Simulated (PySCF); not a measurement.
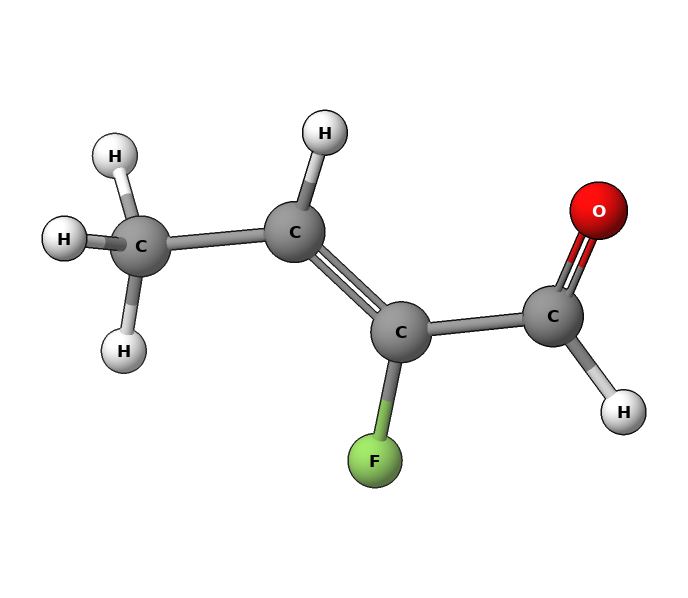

Multiple sticks mark multiple bonds (one Kekulé form).

Computed geometry: GFN2-xTB optimisation. No frequency run is at hand to confirm it as a minimum.

Question: Give the formula.

Answer: C4H5FO, 11 atoms: 4 carbon, 5 hydrogen, 1 fluorine and 1 oxygen.

Question: Does it have rings?

Answer: It has no ring.

Question: What is its SMILES?

Answer: C/C=C(\F)C=O

More results for the same structure follow; atom numbers are the same in all pictures, views and colours differ.

## Shape

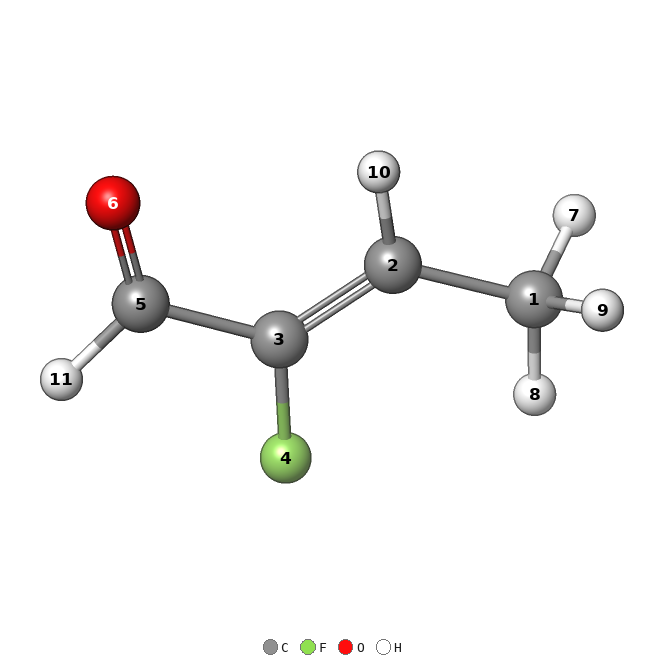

The atoms are numbered. No frequency run is at hand to confirm it as a minimum.

Estimate the angles C2–C1–H8, C2–C1–H7, C1–C2–C3, C1–C2–H10, C3–C2–H10, C2–C3–F4, C2–C3–C5, F4–C3–C5, C3–C5–O6, C3–C5–H11, O6–C5–H11.

| angle | degrees |
| --- | --- |
| C2–C1–H8 | 111.2 |
| C2–C1–H7 | 109.8 |
| C1–C2–C3 | 125.6 |
| C1–C2–H10 | 118.2 |
| C3–C2–H10 | 116.2 |
| C2–C3–F4 | 121.0 |
| C2–C3–C5 | 124.9 |
| F4–C3–C5 | 114.1 |
| C3–C5–O6 | 124.6 |
| C3–C5–H11 | 113.2 |
| O6–C5–H11 | 122.2 |

## Electronic properties

No frequency run is at hand to confirm it as a minimum. Method: PBE0/pcSseg-1, gas phase (PySCF 2.14.0).

Question: Estimate the HOMO energy (Kohn–Sham orbital).

Answer: −7.78 eV.

Question: Give the dipole moment at this level.

Answer: 2.28 D.

Question: What is the HOMO–LUMO gap?

Answer: 5.77 eV.

## NMR shielding

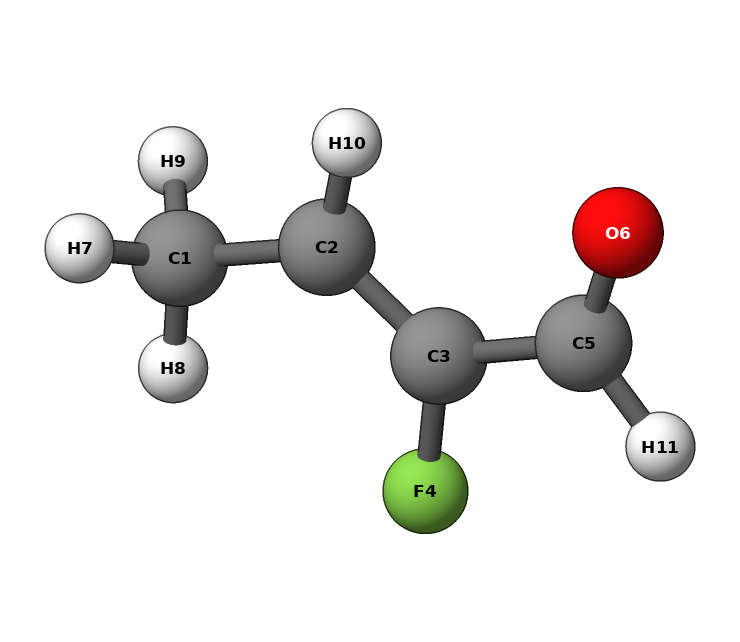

No frequency run is at hand to confirm it as a minimum. Properties computed with GIAO PBE0/pcSseg-1 NMR shielding, non-relativistic, gas phase (PySCF 2.14.0). Principal shieldings σ11 ≤ σ22 ≤ σ33, span Ω = σ33 − σ11, skew κ = 3(σiso − σ22)/Ω.

Question: Which C atom has the most anisotropic shielding?

Answer: C2, with a span of 212 ppm.

Give the shielding tensors of the C atoms.

```
atom    σ11    σ22    σ33   σiso      Ω      κ
  C1  154.9  182.2  183.3  173.5   28.4  −0.92
  C2  −40.2   52.4  171.5   61.2  211.8   0.13
  C3  −71.3   62.5   73.7   21.6  145.0  −0.85
  C5  −89.3   −9.7   89.4   −3.2  178.8   0.11
```

Shieldings and span in ppm.

## Spin–spin coupling

No frequency run is at hand to confirm it as a minimum. Properties computed with B3LYP/pcJ-1 indirect spin-spin coupling, non-relativistic, gas phase (PySCF 2.14.0). Isotopes: 13C, 19F, 1H, 17O.

Give the spin–spin coupling constants of these pairs, with the number of bonds between them: C3/F4, C2/F4, F4/C5, C1/F4, F4/O6, F4/H10.

```json
{"pair": "C3, F4", "bonds apart": "1", "J (Hz)": "−319.8"}
{"pair": "C2, F4", "bonds apart": "2", "J (Hz)": "13.2"}
{"pair": "F4, C5", "bonds apart": "2", "J (Hz)": "47.1"}
{"pair": "C1, F4", "bonds apart": "3", "J (Hz)": "4.2"}
{"pair": "F4, O6", "bonds apart": "3", "J (Hz)": "8.5"}
{"pair": "F4, H10", "bonds apart": "3", "J (Hz)": "26.4"}
```

Density functionals are unreliable for couplings to fluorine, so those rows may be far off.

## Quadrupole coupling

No frequency run is at hand to confirm it as a minimum. Electric field gradients from the ground-state density, B3LYP/pcJ-1 (PySCF 2.14.0), non-relativistic apart from any core potentials.

Give the largest field-gradient component, the quadrupole coupling constant and the asymmetry for 17O at O6 (Q = −25.6 mb), 2H at H7 (Q = 2.86 mb), 2H at H8 (Q = 2.86 mb).

```
atom  V_zz (a.u.)  e²qQ/h (MHz)     η
  O6       −1.975         11.88  0.49
  H7        0.300         0.202  0.04
  H8        0.299         0.201  0.04
```
